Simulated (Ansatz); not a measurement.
Consider CH₈GeN (SMILES [CH3][GeH2][NH3+]) (charge +1).

Input file:

```
crystal:
  periodic: [false, false, false]
  atoms:
    - symbol: C
      position_ang: [1.404030, 0.271750, 1.888269]
    - symbol: Ge
      position_ang: [0.121733, -0.399332, 0.591181]
    - symbol: N
      position_ang: [1.133958, -0.351961, -1.209560]
    - symbol: H
      position_ang: [1.698514, 1.297311, 1.651582]
    - symbol: H
      position_ang: [2.284500, -0.373944, 1.936954]
    - symbol: H
      position_ang: [0.917618, 0.268712, 2.869282]
    - symbol: H
      position_ang: [-1.060383, 0.506552, 0.217492]
    - symbol: H
      position_ang: [-0.217922, -1.896314, 0.627837]
    - symbol: H
      position_ang: [1.971604, -0.941928, -1.192148]
    - symbol: H
      position_ang: [0.539379, -0.690413, -1.972806]
    - symbol: H
      position_ang: [1.432527, 0.597137, -1.454683]
basis:
  gaussian:
    orbitals: def2-TZVPD
total_charge: 1
magnetization:
  spin_polarized: false
  initial_magnetization: 0
hamiltonian:
  xc: pbe0
output:
  forces: true
  orbitals: {seedname: orbitals}
```

Launched as:

```sh
ansatz run input.yaml --threads 2 --pin off --max-ram 4350MiB --events-out events.jsonl --progress --plain --runs-dir runs
```

Geometry: B3LYP/6-31G*.

Theory: isolated molecule in a Gaussian basis; Kohn-Sham density functional theory, functional PBE0 in Ansatz.

### What can the converged electron density and electron localisation function tell about the bonding?

C–Ge (1.94 Å): ρ at the midpoint is about 0.9 e/Å³; the ELF peaks at about 0.90 between the atoms, as expected for a shared electron pair.
Ge–N (2.07 Å): the density is about 0.61 e/Å³ at the midpoint; the ELF peaks at about 0.95 in the valence shell of N, 0.6 Å from its nucleus, and is about 0.55 at the midpoint.
N–H (1.02 Å): the density is about 2.9 e/Å³ at the midpoint; the ELF climbs to about 1 towards the hydrogen, as it does in any bond to H; a covalent bond by its length.
C–H (1.09 Å): ρ at the midpoint is about 2 e/Å³; the ELF climbs to about 1 towards the hydrogen; a covalent bond by its length.

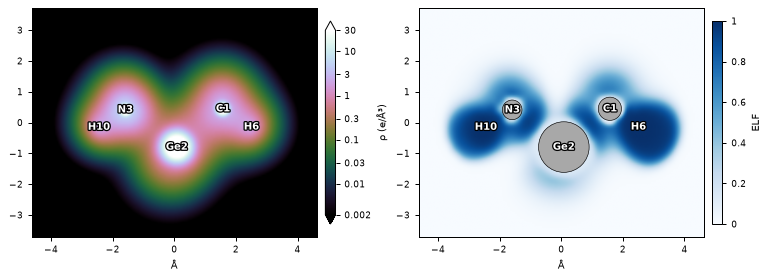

Computed electron density and electron localisation function on the plane of atoms C1, Ge2 and N3, in this order. Grey discs cover the atomic cores in the ELF map. 
